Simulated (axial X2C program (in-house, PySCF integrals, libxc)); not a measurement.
# AlO: from the state search to constants, part 2 of 2

Computed with an in-house X2C program for linear molecules on PySCF integrals; all-electron X2C, Al dyall-v3z, O dyall-av3z.

**9. PBE0, 2c**

State followed: Ω = 1/2 (excess of +ω over −ω: ω = 1/2). The scan is laid around 1.632 Å, a first estimate of the minimum, and this SCF restarts from the orbitals of the search.

Output at 1.632 Å:

```text
two-component X2C + atomic mean field  PBE0
basis functions 103  fitting functions 591  grid points 4352
iter        total energy     max residual
   1       -317.922579601     7.17e-05
   2       -317.922579676     5.18e-05
   3       -317.922579734     5.57e-05
   4       -317.922579751     2.89e-05
   5       -317.922579754     2.65e-06
converged
one-electron -508.91095797  Coulomb 184.35883590  exact exchange -6.58875752  xc functional -20.47138631  nuclear repulsion 33.72207717  atomic mean-field constant -0.03239102
```

Along the bond, energies from the lowest point:

| R (Å) | E (eV) | μ (D) | HOMO (eV) | LUMO (eV) | iterations |
| --- | --- | --- | --- | --- | --- |
| 1.420 | 1.1532 | -4.06 | -7.57 | -4.15 | 27 |
| 1.485 | 0.4727 | -4.19 | -7.67 | -4.23 | 27 |
| 1.534 | 0.1847 | -4.26 | -7.74 | -4.29 | 26 |
| 1.583 | 0.0389 | -4.30 | -7.80 | -4.32 | 24 |
| 1.632 | 0.0000 | -4.33 | -7.85 | -4.35 | 5 |
| 1.689 | 0.0532 | -4.34 | -7.79 | -4.35 | 25 |
| 1.746 | 0.1799 | -4.33 | -7.69 | -4.33 | 25 |
| 1.820 | 0.4106 | -4.34 | -7.57 | -4.28 | 25 |
| 1.909 | 0.7461 | -4.40 | -7.41 | -4.16 | 25 |
| 2.040 | 1.2659 | -4.65 | -7.14 | -3.94 | 28 |

Dipoles are positive if O is the positive end.

Outer spinors at the reference distance:

```json
{"ω": "1/2", "occupied": "yes", "ε (eV)": "-25.03", "atomic character": "75% O s, 9% Al p, 7% Al d", "λ mixture": "100% σ"}
{"ω": "-1/2", "occupied": "yes", "ε (eV)": "-24.02", "atomic character": "75% O s, 9% Al p, 7% Al d", "λ mixture": "100% σ"}
{"ω": "1/2", "occupied": "yes", "ε (eV)": "-10.76", "atomic character": "71% O p, 21% Al s, 4% O s", "λ mixture": "100% σ"}
{"ω": "-1/2", "occupied": "yes", "ε (eV)": "-8.88", "atomic character": "57% O p, 33% Al s, 5% O s", "λ mixture": "100% σ"}
{"ω": "-1/2", "occupied": "yes", "ε (eV)": "-8.22", "atomic character": "82% O p, 10% Al p, 4% Al d", "λ mixture": "100% π"}
{"ω": "3/2", "occupied": "yes", "ε (eV)": "-8.20", "atomic character": "82% O p, 10% Al p, 4% Al d", "λ mixture": "100% π"}
{"ω": "1/2", "occupied": "yes", "ε (eV)": "-7.92", "atomic character": "81% O p, 11% Al p, 5% Al d", "λ mixture": "100% π"}
{"ω": "-3/2", "occupied": "yes", "ε (eV)": "-7.90", "atomic character": "81% O p, 11% Al p, 5% Al d", "λ mixture": "100% π"}
{"ω": "1/2", "occupied": "yes", "ε (eV)": "-7.85", "atomic character": "40% Al s, 30% Al p, 24% O p", "λ mixture": "100% σ"}
{"ω": "-1/2", "occupied": "no", "ε (eV)": "-4.35", "atomic character": "34% O p, 32% Al s, 26% Al p", "λ mixture": "100% σ"}
{"ω": "-1/2", "occupied": "no", "ε (eV)": "-1.61", "atomic character": "72% Al p, 14% Al d, 9% O p", "λ mixture": "100% π"}
{"ω": "3/2", "occupied": "no", "ε (eV)": "-1.60", "atomic character": "72% Al p, 14% Al d, 9% O p", "λ mixture": "100% π"}
{"ω": "1/2", "occupied": "no", "ε (eV)": "-0.95", "atomic character": "74% Al p, 11% O p, 10% Al d", "λ mixture": "100% π"}
```

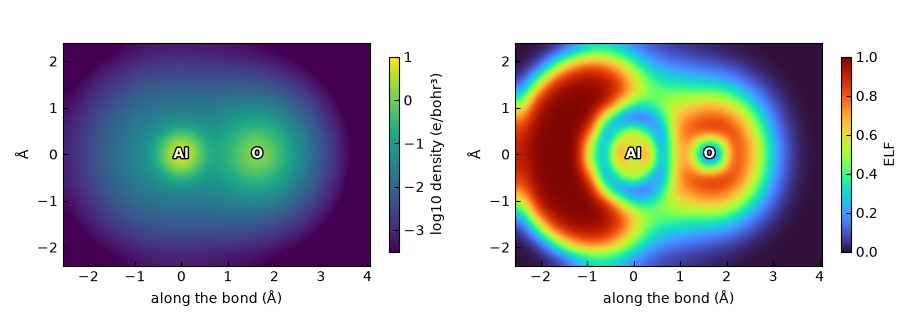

PBE0 fields in a plane through the axis, from a grid of 0.3 Å; Al lies at z = 0 and O at z = 1.632 Å; the ELF is damped to zero where the density is low.

Re = 1.629 Å, ωe = 952 cm⁻¹, ωexe = 7.95 cm⁻¹, Be = 0.6326 cm⁻¹, De = 4.96 eV, μ = -4.33 D.

**10. HF, 2c**

Output at 1.632 Å:

```text
two-component X2C + atomic mean field  HF
basis functions 103  fitting functions 591  grid points 4352
iter        total energy     max residual
   1       -317.217466006     1.12e-01
   2       -317.232981443     9.55e-03
   3       -317.234695835     1.21e-02
   4       -317.236129282     1.08e-02
   5       -317.237745949     1.02e-02
   6       -317.239358306     9.97e-03
   7       -317.240580173     1.07e-02
   8       -317.241946277     2.48e-03
   9       -317.242138304     1.90e-03
  10       -317.242236742     1.20e-03
  11       -317.242268304     6.76e-04
  12       -317.242280484     5.12e-04
  13       -317.242286247     5.46e-04
  14       -317.242289196     5.78e-04
  15       -317.242301882     7.31e-04
  16       -317.242348956     1.46e-03
  17       -317.242573821     7.38e-03
  18       -317.242849379     6.78e-03
  19       -317.243810645     1.13e-02
  20       -317.245116835     1.24e-02
  21       -317.245962053     1.07e-02
  22       -317.247437164     9.88e-03
  23       -317.249004975     9.93e-03
  24       -317.249851755     9.47e-03
  25       -317.250602573     6.24e-03
  26       -317.250896743     1.48e-03
  27       -317.250952032     7.69e-04
  28       -317.250977490     5.72e-04
  29       -317.250986489     4.11e-04
  30       -317.250992035     4.34e-04
  31       -317.250996368     3.66e-04
  32       -317.250999271     2.30e-04
  33       -317.251000672     1.43e-04
  34       -317.251001204     7.96e-05
  35       -317.251001375     3.39e-05
  36       -317.251001413     1.92e-05
  37       -317.251001419     4.16e-06
  38       -317.251001419     1.94e-06
converged
one-electron -508.40564724  Coulomb 183.93938644  exact exchange -26.47442677  xc functional 0.00000000  nuclear repulsion 33.72207717  atomic mean-field constant -0.03239102
```

No constants are quoted: the solution changes its character somewhere along the scan, so the fit is set aside.

**11. BHandHLYP, 2c**

Output at 1.632 Å:

```text
two-component X2C + atomic mean field  BHandHLYP
basis functions 103  fitting functions 591  grid points 4352
iter        total energy     max residual
   1       -318.076178771     3.64e-02
   2       -318.077106040     1.41e-02
   3       -318.077782308     2.08e-02
   4       -318.078244152     1.86e-03
   5       -318.078398920     1.79e-03
   6       -318.078495418     1.99e-03
   7       -318.078500607     4.02e-04
   8       -318.078501176     7.00e-05
   9       -318.078501229     5.30e-05
  10       -318.078501267     3.36e-05
  11       -318.078501298     3.56e-05
  12       -318.078501326     3.67e-05
  13       -318.078501336     1.38e-05
  14       -318.078501339     3.31e-06
converged
one-electron -508.97205203  Coulomb 184.44816372  exact exchange -13.19665500  xc functional -14.04764417  nuclear repulsion 33.72207717  atomic mean-field constant -0.03239102
```

No constants are quoted: the solution changes its character somewhere along the scan, so the fit is set aside.

**12. Correlated methods, 2c**

Correlated methods: 9 electrons correlated (frozen shells, counted by type: Al 2 s, 1 p; O 1 s), 169 virtual spinors in MP2, 90 natural virtuals in coupled cluster.

Output of the correlated part at 1.632 Å:

```text
correlated 9  virtual 169  natural virtual 90  E(MP2) -0.248686699  MP2 remainder -0.006681076
iter   CCSD correlation   residual
   1     -0.253712061   1.31e-01
   2     -0.263206563   7.18e-02
   3     -0.267389203   4.60e-02
   4     -0.268567689   3.00e-02
   5     -0.269629763   2.39e-02
   6     -0.270383276   2.19e-02
   7     -0.271348579   2.07e-02
   8     -0.272548687   1.93e-02
   9     -0.273406198   1.79e-02
  10     -0.275608381   1.66e-02
  11     -0.275857249   1.47e-02
  12     -0.279144304   1.17e-02
  13     -0.279406300   1.92e-02
  14     -0.279432300   1.10e-02
  15     -0.279383457   5.12e-03
  16     -0.279310650   1.90e-03
  17     -0.279329192   5.97e-04
  18     -0.279322909   2.73e-04
  19     -0.279327618   1.29e-04
  20     -0.279328897   4.16e-05
  21     -0.279329925   2.53e-05
  22     -0.279331313   1.74e-05
  23     -0.279332193   9.58e-06
  24     -0.279332523   5.40e-06
  25     -0.279332982   3.62e-06
  26     -0.279333074   1.54e-06
  27     -0.279333123   8.39e-07
  28     -0.279333143   4.83e-07
  29     -0.279333162   2.66e-07
(T) -0.014328040  T1 0.3490  D1 1.0286  max T2 0.149
```

MP2: No constants are quoted: the reference changes its character somewhere along the scan, so the fit is set aside.

CCSD: No constants are quoted: the reference changes its character somewhere along the scan, so the fit is set aside.

CCSD(T): No constants are quoted: the reference changes its character somewhere along the scan, so the fit is set aside.

**13. A higher determinant, 2c**

State: Ω = 3/2 (excess of +ω over −ω: ω = 3/2).

Output at the reference distance:

```text
two-component X2C + atomic mean field  PBE0
basis functions 103  fitting functions 591  grid points 4352
iter        total energy     max residual
   1       -317.887862993     9.32e-05
   2       -317.887863058     5.21e-05
   3       -317.887863062     1.53e-05
converged
one-electron -508.44040221  Coulomb 183.92744277  exact exchange -6.60373109  xc functional -20.46085868  nuclear repulsion 33.72207717  atomic mean-field constant -0.03239102
```

```
R (Å)  E above the lowest PBE0 point (eV)
1.420                               3.222
1.485                               2.161
1.534                               1.608
1.583                               1.214
1.632                               0.945
1.689                               0.754
1.746                               0.664
1.820                               0.656
1.909                               0.761
```

No constants are quoted: too few points lie around the minimum for a second fit to confirm the first.

**14. The 2c curves together**

Energy (eV) of the followed determinant, 2c, from each level's lowest point:

| R (Å) | PBE0 | HF (jumps) | MP2 (its reference jumps) | CCSD (its reference jumps) | CCSD(T) (its reference jumps) | BHandHLYP (jumps) |
| --- | --- | --- | --- | --- | --- | --- |
| 1.420 | 1.153 | 1.629 | 0.194 | n/a | n/a | 1.108 |
| 1.485 | 0.473 | 1.109 | 0.560 | 0.370 | 0.389 | 0.455 |
| 1.534 | 0.185 | 0.698 | 0.597 | 0.119 | 0.139 | 0.182 |
| 1.583 | 0.039 | 0.397 | 0.443 | 0.000 | 0.000 | 0.042 |
| 1.632 | 0.000 | 0.191 | 0.286 | 0.021 | 0.019 | 0.000 |
| 1.689 | 0.053 | 0.051 | 0.136 | 0.133 | 0.233 | 0.038 |
| 1.746 | 0.180 | 0.000 | 0.039 | 0.126 | 0.267 | 0.140 |
| 1.820 | 0.411 | 0.034 | 0.000 | 0.129 | 0.270 | 0.333 |
| 1.909 | 0.746 | 0.183 | 0.081 | n/a | n/a | 0.622 |
| 2.040 | 1.266 | 0.528 | 0.363 | n/a | n/a | 0.657 |

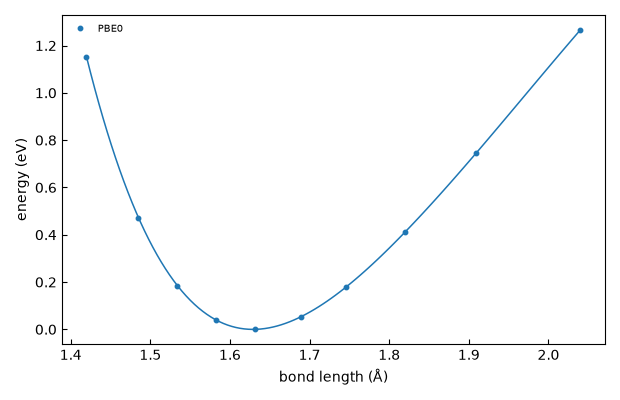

Curves of the followed state, 2c, each from its own lowest point. Left out: HF, MP2, CCSD, CCSD(T), BHandHLYP.

Time for the job: 1.7 min (1 thread of Arm Neoverse V1, shared host); peak memory 0.51 GiB.

**15. What came out**

This closing draws on all 2 parts.

Lowest determinant that the search found at its distance, spin-free: M_S = 1/2, Λ = 0 (beyond closed shells: σα).

Lowest determinant that the search found at its distance, 2c: Ω = 1/2 (excess of +ω over −ω: ω = 1/2).

| Hamiltonian | level | Re (Å) | ωe (cm⁻¹) | De (eV) | μ (D) |
| --- | --- | --- | --- | --- | --- |
| spin-free | PBE0 | 1.629 | 952 | 4.96 | -4.33 |
| spin-free | BHandHLYP | 1.634 | 878 | 4.39 | -4.12 |
| 2c | PBE0 | 1.629 | 952 | 4.96 | -4.33 |

Dipoles are positive if O is the positive end. No constants: spin-free HF (the solution changes its character somewhere along the scan, so the fit is set aside); spin-free MP2 (the reference changes its character somewhere along the scan, so the fit is set aside); spin-free CCSD (the reference changes its character somewhere along the scan, so the fit is set aside); spin-free CCSD(T) (the reference changes its character somewhere along the scan, so the fit is set aside); 2c HF (the solution changes its character somewhere along the scan, so the fit is set aside); 2c MP2 (the reference changes its character somewhere along the scan, so the fit is set aside); 2c CCSD (the reference changes its character somewhere along the scan, so the fit is set aside); 2c CCSD(T) (the reference changes its character somewhere along the scan, so the fit is set aside); 2c BHandHLYP (the solution changes its character somewhere along the scan, so the fit is set aside).

Time per point (s) on 1 thread of Arm Neoverse V1, shared host (2c runs); the times are rough: PBE0 0.45.

At PBE0, going from spin-free to two-component changes Re by 0 mÅ, ωe by 0.0 %, which is small (part of it comes from the scalar share of the two-electron terms). De moves by 0.00 eV; both De rest on single-determinant atoms, which can miss part of an open shell's spin–orbit lowering.

De refers to Al + O, each in the lowest determinant found, which need not be this curve's own limit. Each curve is one determinant whose occupation by symmetry is held fixed; it was picked as the lowest of a PBE0 search that is not exhaustive. De is counted from the lowest determinant-based energies of the atoms at the same level, without counterpoise correction. Density functionals use the spin component along the axis (collinear).
